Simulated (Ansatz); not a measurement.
## How methods differ on S2 (sulfur dimer)

S2 has 2 atoms, charge 0, and is taken as a triplet. As SMILES, `S=S`. The bond length is the measured one.

| atom | x (Å) | y (Å) | z (Å) |
| --- | --- | --- | --- |
| S | 0.0000 | 0.0000 | 0.0000 |
| S | 0.0000 | 0.0000 | 1.8892 |

Each level gives the energy change with the S1–S2 bond stretched from 1.889 to 2.361 Å (eV). The values are calculated.

| level | kind | program | value (eV) | CPU time (all runs) |
| --- | --- | --- | --- | --- |
| UHF/STO-3G | Hartree–Fock | Ansatz | 1.36 | 0.47 s |
| USVWN5/STO-3G | LDA | Ansatz | 1.70 | 1.1 s |
| U-r2SCAN/STO-3G | meta-GGA | Ansatz | 1.72 | 5.6 s |
| U-r2SCAN0/STO-3G | hybrid meta-GGA | Ansatz | 2.11 | 11 s |
| UBHLYP/STO-3G | global hybrid | Ansatz | 1.92 | 2.5 s |
| RPA@PBE/STO-3G | RPA | Ansatz | 1.10 | 1.9 s |
| UCCSD/STO-3G | coupled cluster or CI | Ansatz | 1.39 | 0.59 s |
| UCCSDT(Q)/STO-3G | coupled cluster or CI | Ansatz | 1.46 | 1 s |

The first shape isn't each level's own minimum. The values span 1.10 to 2.11 eV. Spin contamination of the reference (⟨S²⟩ at least 0.1 too high) touches UHF/STO-3G, UCCSD/STO-3G, UCCSDT(Q)/STO-3G. All rows use very small basis sets, so none should be taken for the real molecule's value. In so small a basis fixed costs decide the times, and correlated methods can beat functionals. Times are those of the runs behind each value, whatever else they computed, on shared processors of several kinds: orders of magnitude only.

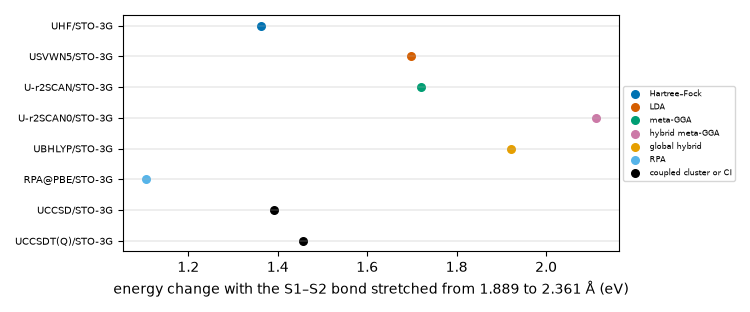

The values of the table, level by level.
